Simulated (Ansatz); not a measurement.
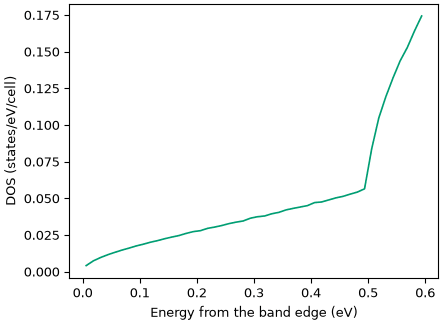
Figure. Density of states of LiBr (Fm-3m) above the conduction band minimum, PBEsol, rigid bands in Ansatz (an electronic-structure program); cell volume 39.6 Å³.

Question: What effective density of states at 300 K does this give (∫ g(E) exp(−E/k_BT) dE, both spins, divided by the cell's size)?

Answer: 5.2e18 cm⁻³, a density-of-states mass of 0.35 mₑ, valleys and band degeneracy included.

Spin-orbit coupling is left out. Geometry: cell and atoms relaxed with PBEsol.
